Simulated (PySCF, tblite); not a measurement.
# C₄H₄ClFO: circular dichroism and optical rotation

What do calculations give for the circular dichroism and optical rotation of C₄H₄ClFO (`OC[C@]1(Cl)C=C1F`)?

Programs: tblite 0.8.0 and PySCF 2.14.0, with routines of our own; each step states its level. All values are computed. Atoms count from 0.

## Step 1: The system as given

11 atoms, charge 0, multiplicity 1; geometry from: force field or distance geometry start.

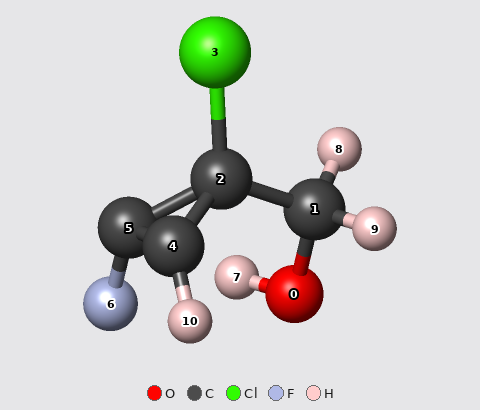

The starting geometry (oxygen red, carbon dark grey, chlorine green, fluorine light blue, hydrogen pink).

## Step 2: Optimising the geometry with GFN2-xTB, one coordinate held

The job: settings as JSON, then the geometry in Å.

```
{"job": {"kind": "relax", "xc": "GFN2-xTB", "basis": "xTB"}, "charge": 0, "multiplicity": 1}
O     -1.503600    -1.175900    -0.668900
C     -0.836400     0.081000    -0.554100
C      0.158200     0.038700     0.592900
Cl     0.534500     1.598100     1.331200
C      1.224100    -0.912800     0.595500
C      0.224100    -1.113400     1.448600
F     -0.463600    -2.257900     1.364400
H     -1.871300    -1.380500     0.214700
H     -1.579300     0.851700    -0.375600
H     -0.355800     0.284500    -1.502900
H      1.538700    -1.678200    -0.104000
```

On the command line:

```sh
$ OMP_NUM_THREADS=1 python excited_run.py task.json out
```

This one command runs all jobs of the session in turn.

Standard output:

```text
step      E/eV     max force
  0    -646.98593    3.562
  1    -647.18627    3.005
  2    -647.40302    1.777
  3    -647.78227    3.776
  4    -647.98767    2.471
  5    -648.25405    1.611
  6    -648.39131    1.502
  7    -648.52286    1.035
  8    -648.60445    1.865
  9    -648.66238    0.875
 10    -648.70957    0.663
 11    -648.74479    0.484
 12    -648.76280    0.351
 13    -648.77793    0.396
 14    -648.79251    0.387
 15    -648.80569    0.353
 16    -648.81505    0.244
 17    -648.82122    0.248
 18    -648.82548    0.233
 19    -648.82959    0.193
 20    -648.83376    0.228
 21    -648.83725    0.161
 22    -648.83988    0.184
 23    -648.84180    0.138
 24    -648.84333    0.143
 25    -648.84497    0.177
 26    -648.84680    0.182
 27    -648.84838    0.154
 28    -648.84927    0.102
 29    -648.84964    0.067
 30    -648.84986    0.070
 31    -648.85013    0.078
 32    -648.85051    0.107
 33    -648.85088    0.114
 34    -648.85113    0.110
 35    -648.85126    0.110
 36    -648.85137    0.111
 37    -648.85151    0.113
 38    -648.85167    0.108
 39    -648.85179    0.104
 40    -648.85187    0.107
 41    -648.85193    0.108
 42    -648.85197    0.103
 43    -648.85200    0.096
 44    -648.85201    0.091
 45    -648.85203    0.086
 46    -648.85205    0.081
 47    -648.85207    0.077
```

It took 0.32 s on 1 thread of Arm Neoverse V2, shared host.

One coordinate is held by a constraint (a dihedral, as typed in the start), so the force along it need not vanish.

The steps of the relaxation: (not every step is listed)

| step | energy from step 0 (eV) | largest force (eV/Å) |
| --- | --- | --- |
| 0 | 0.0000 | 3.5623 |
| 1 | -0.2003 | 3.0053 |
| 2 | -0.4171 | 1.7768 |
| 3 | -0.7963 | 3.7764 |
| 4 | -1.0017 | 2.4711 |
| 5 | -1.2681 | 1.6109 |
| 6 | -1.4054 | 1.5024 |
| 7 | -1.5369 | 1.0351 |
| 8 | -1.6185 | 1.8646 |
| 11 | -1.7589 | 0.4845 |
| 14 | -1.8066 | 0.3872 |
| 17 | -1.8353 | 0.2477 |
| 20 | -1.8478 | 0.2277 |
| 23 | -1.8559 | 0.1384 |
| 26 | -1.8609 | 0.1819 |
| 29 | -1.8637 | 0.0666 |
| 32 | -1.8646 | 0.1067 |
| 35 | -1.8653 | 0.1099 |
| 38 | -1.8657 | 0.1084 |
| 41 | -1.8660 | 0.1078 |
| 42 | -1.8660 | 0.1034 |
| 43 | -1.8661 | 0.0962 |
| 44 | -1.8661 | 0.0910 |
| 45 | -1.8661 | 0.0858 |
| 46 | -1.8661 | 0.0815 |
| 47 | -1.8661 | 0.0770 |

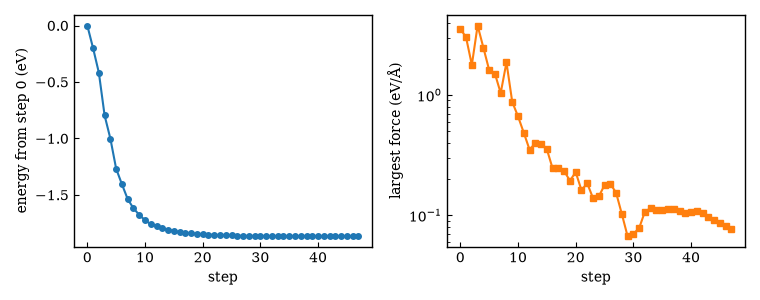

Energy and largest force along the relaxation.

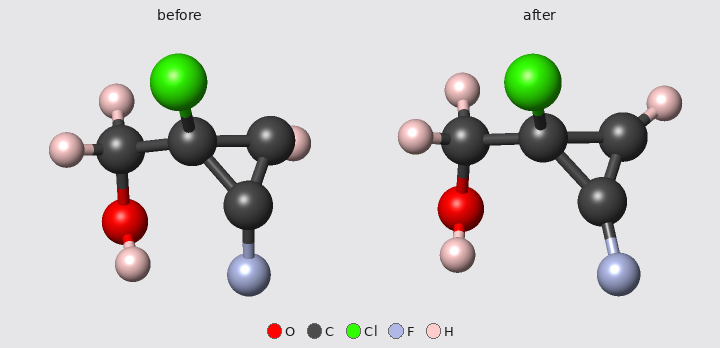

The geometry before (left) and after (right).

Close pairs (by a distance rule), those that changed most:

| bond | before (Å) | after (Å) | change (Å) |
| --- | --- | --- | --- |
| C2–C4 | 1.429 | 1.507 | +0.078 |
| C2–C5 | 1.437 | 1.473 | +0.036 |
| O0–C1 | 1.428 | 1.401 | -0.027 |
| C2–Cl3 | 1.766 | 1.793 | +0.027 |
| C4–C5 | 1.330 | 1.303 | -0.027 |
| C5–F6 | 1.338 | 1.311 | -0.026 |
| C4–H10 | 1.084 | 1.062 | -0.022 |
| O0–H7 | 0.979 | 0.965 | -0.014 |

The final coordinates are the input of the step that follows.

## Step 3: Circular dichroism and optical rotation: TDDFT LC-wPBE/def2-SVPD

The job: settings as JSON, then the geometry in Å.

```
{"job": {"kind": "ecd", "xc": "LC-wPBE", "basis": "def2-SVPD", "nstates": 8}, "charge": 0, "multiplicity": 1}
O     -1.655948    -1.053674    -0.837702
C     -0.913926     0.108819    -0.593449
C      0.109004    -0.106881     0.518593
Cl     0.488057     1.421292     1.375648
C      1.200926    -1.141378     0.424348
C      0.224699    -1.377133     1.254680
F     -0.335682    -2.149915     2.153901
H     -2.206299    -1.251012    -0.070274
H     -1.564157     0.952738    -0.329329
H     -0.401149     0.343877    -1.529602
H      2.124004    -1.411378    -0.024962
```

With the program's defaults for keys left out, this is: TDDFT LC-wPBE/def2-SVPD circular dichroism and optical rotation, one conformer, gas phase.

Standard output:

```text
coarse grid: 10624 points
cycle   1  E = -789.0331425664  dE =  1.465e+00  |g| = 7.790e-01  |ddm| = 4.796e+00
cycle   2  E = -789.0509324749  dE = -1.779e-02  |g| = 8.026e-01  |ddm| = 1.789e+00
cycle   3  E = -789.1690160865  dE = -1.181e-01  |g| = 7.102e-02  |ddm| = 9.481e-01
cycle   4  E = -789.1702483961  dE = -1.232e-03  |g| = 2.771e-02  |ddm| = 1.428e-01
cycle   5  E = -789.1704890021  dE = -2.406e-04  |g| = 1.056e-02  |ddm| = 6.781e-02
cycle   6  E = -789.1705200403  dE = -3.104e-05  |g| = 3.720e-03  |ddm| = 2.717e-02
cycle   7  E = -789.1705274738  dE = -7.434e-06  |g| = 1.242e-03  |ddm| = 1.028e-02
final grid: 100880 points
cycle   8  E = -789.3019315430  dE = -3.025e-05  |g| = 8.416e-03  |ddm| = 6.444e-02
cycle   9  E = -789.3019287152  dE =  2.828e-06  |g| = 9.645e-03  |ddm| = 1.519e-02
cycle  10  E = -789.3019433273  dE = -1.461e-05  |g| = 3.256e-04  |ddm| = 6.793e-03
cycle  11  E = -789.3019433466  dE = -1.932e-08  |g| = 2.002e-04  |ddm| = 1.032e-03
cycle  12  E = -789.3019433579  dE = -1.122e-08  |g| = 4.778e-05  |ddm| = 4.522e-04
cycle  13  E = -789.3019433587  dE = -8.267e-10  |g| = 1.915e-05  |ddm| = 1.277e-04
converged SCF energy = -789.3019433587

Singlet excitations and rotatory strengths (1e-40 esu^2 cm^2)
state   eV       nm     f(len)   f(vel)    R(len)    R(vel)   main configurations
  1   7.0915   174.8  0.00334  0.00361    15.205    16.331   H-1->L+1 0.68, H-1->L 0.08
  2   7.2805   170.3  0.07731  0.07311   -30.247   -31.174   H->L+1 0.69, H->L 0.14
  3   7.5812   163.5  0.00634  0.00762    -4.596    -5.750   H-1->L+2 0.26, H-1->L+3 0.18
  4   7.6702   161.6  0.00739  0.00739     3.817     6.559   H-2->L+1 0.27, H-2->L 0.17, H->L 0.11
  5   7.7775   159.4  0.00246  0.00237     7.215     6.429   H->L 0.27, H-2->L+1 0.13
  6   7.9403   156.1  0.00867  0.00891     3.778     3.463   H-2->L+2 0.19
  7   8.0220   154.6  0.02939  0.02893    16.089    15.943   H->L 0.19, H-3->L 0.09
  8   8.4816   146.2  0.09337  0.09416    10.455    10.555   H->L+2 0.24, H-1->L 0.16, H->L+3 0.14

Specific rotation (deg / (dm g/mL))
    nm     length   length(OI)   velocity    alpha(len)  alpha(vel)
  633.0      30.82      32.20      29.55       63.329     63.582
  589.3      35.71      37.32      34.23       63.524     63.777
  546.0      41.82      43.71      40.06       63.767     64.022
  436.0      66.88      70.03      63.96       64.774     65.035
  405.0      78.14      81.88      74.67       65.233     65.496
  365.0      97.42     102.25      92.97       66.033     66.301
  355.0     103.36     108.53      98.59       66.283     66.552
```

It took 57 s on 1 thread of Arm Neoverse V2, shared host; peak memory 0.77 GiB.

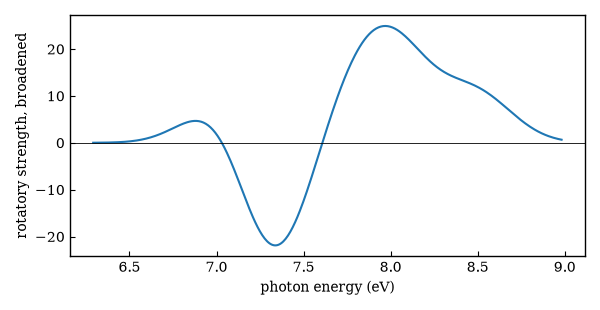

Circular dichroism: velocity-form rotatory strengths under Gaussians of 0.3 eV half-width at 1/e.

Orbitals, density, ELF and potential are computed afterwards from the orbital file.

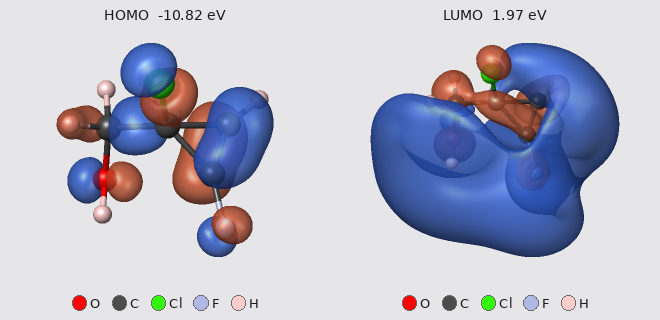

LC-wPBE/def2-SVPD orbitals near the gap, drawn at the value that encloses 70 % of each; the two colours are the two signs.

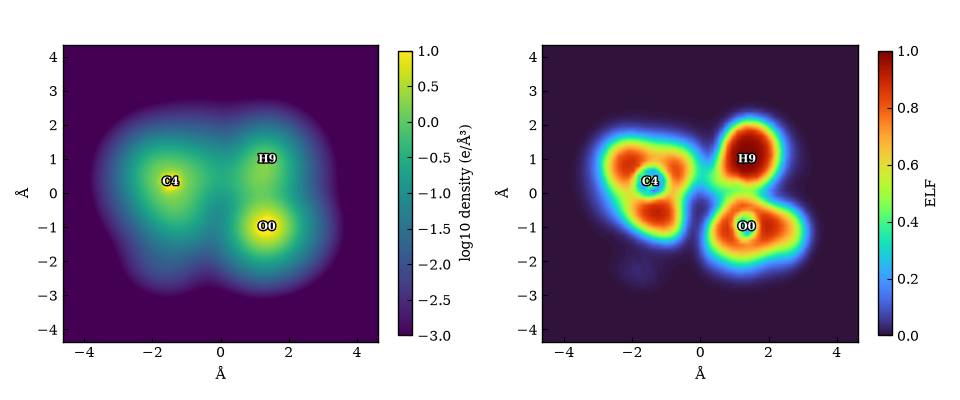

Density (left) and ELF (right) in a plane through or near 3 of the atoms.

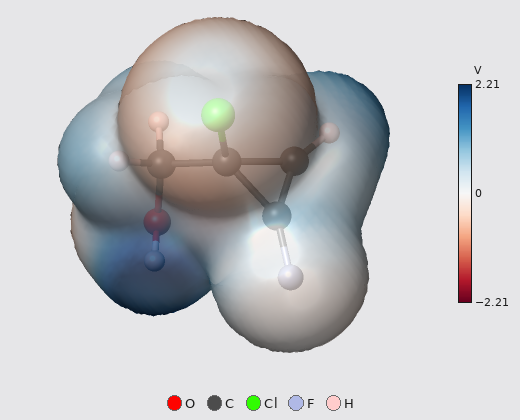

The potential that a unit positive charge feels on the 0.002 e/bohr³ surface, from -1.31 V near O0 to 2.21 V near H7.

## Step 4: Results

| quantity | value |
| --- | --- |
| state of largest rotatory strength (velocity form) among 8 (step 3, TDDFT LC-wPBE/def2-SVPD) | 7.28 eV, R = -31.2 (velocity), -30.2 (length) ·10⁻⁴⁰ esu² cm² |
| specific rotation at 633.0 nm (step 3, TDDFT LC-wPBE/def2-SVPD) | 29.6 (velocity), 30.8 (length) |
| potential on the surface of density 0.002 e/bohr³, 1st and 99th percentile | -1.31 V and 2.21 V |

What this shows: Rotations belong to one conformer.
